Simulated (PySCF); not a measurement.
C₆H₄O₂, SMILES `O=C1C=CC(=O)C=C1`.

Level of theory: B3LYP/def2-SVP (PySCF), at a geometry from GFN2-xTB. No frequency check shows the geometry to be a minimum.

Input

```python
import numpy as np
from pyscf import gto, scf, dft
from pyscf.prop import nmr
from pyscf.data import nist

def solve(mol, dm0=None, hcore=None):
    mf = (dft.UKS if mol.spin else dft.RKS)(mol, xc='b3lyp')
    mf.grids.level = 3
    mf.conv_tol, mf.max_cycle = 1e-8, 80
    if hcore is not None:
        mf.get_hcore = lambda *args: hcore
    mf.kernel(dm0)
    if not mf.converged:
        mf = mf.newton().run(mf.mo_coeff, mf.mo_occ, max_cycle=30)
    assert mf.converged, 'SCF not converged'
    return mf

mol = gto.M(atom='''
O      2.66824     0.00001     0.00000
C      1.45405    -0.00001     0.00000
C      0.66730     1.24950     0.00000
C     -0.66730     1.24950     0.00000
C     -1.45405    -0.00001     0.00000
O     -2.66824     0.00001     0.00000
C     -0.66730    -1.24950     0.00000
C      0.66730    -1.24950     0.00000
H      1.24074     2.16624     0.00000
H     -1.24074     2.16624     0.00000
H     -1.24074    -2.16624     0.00000
H      1.24074    -2.16624     0.00000
''', basis='def2-svp', charge=0, spin=0, verbose=4)
mf = solve(mol)
vxc = nmr.rks.get_vxc_giao  # smaller grid blocks
nmr.rks.get_vxc_giao = lambda *a, **k: vxc(*a, **{**k, 'max_memory': 300})
calc = nmr.RKS(mf)
calc.cphf = True
nuclei = calc.kernel()
mo1 = calc.mo10
# ring centres and points 1 angstrom above and below them
points = np.array([
    [0.0000, -0.0000, 0.0000],
    [0.0000, -0.0000, 1.0000],
    [0.0000, -0.0000, -1.0000],
]) / nist.BOHR
mol.atom_coord = lambda i, unit='Bohr': points[i]
idx = range(len(points))
sigma = (calc.dia(shielding_nuc=idx) + calc.para(mo10=mo1, shielding_nuc=idx)[0]) * nist.ALPHA**2 * 1e6
for p, t in zip(points, sigma):
    print('NICS at %8.4f %8.4f %8.4f  %8.2f ppm' % (*(p * nist.BOHR), -t.trace() / 3))
occ = mf.mo_coeff[:, mf.mo_occ > 0]
dm1 = np.array([mf.mo_coeff @ (2 * x) @ occ.T for x in mo1])
np.savez('result.npz', sigma=sigma, nuclei=nuclei, dm0=mf.make_rdm1(), dm1=dm1, e=mf.e_tot, eps=mf.mo_energy, occ=mf.mo_occ)
```

Launched as:

```sh
OMP_NUM_THREADS=1 python input.py
```

The run took 26 s on 1 thread of Intel(R) Xeon(R) 6975P-C (Granite Rapids), on a shared host, peak memory 0.86 GiB.

The script gives the values at the ring points; maps and scans were evaluated afterwards from its response orbitals, outside that time.

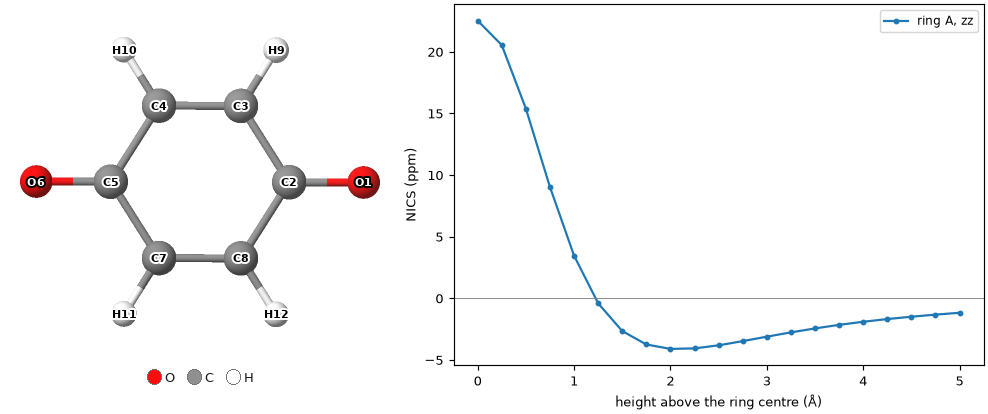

GIAO NICS scans along the ring normals; ring A: 6-membered ring C2/C3/C4/C5/C7/C8.

**What does each scan say about the ring current?**

Ring A is neither clearly diatropic nor paratropic (non-aromatic): NICSzz reaches +22.5 ppm at 0.00 Å; NICS(0) = +8.9, NICS(1) = +1.0, NICS(1)zz = +3.5 ppm.

**What absolute proton shieldings does the same calculation give?**

25.4 ppm for all of them.
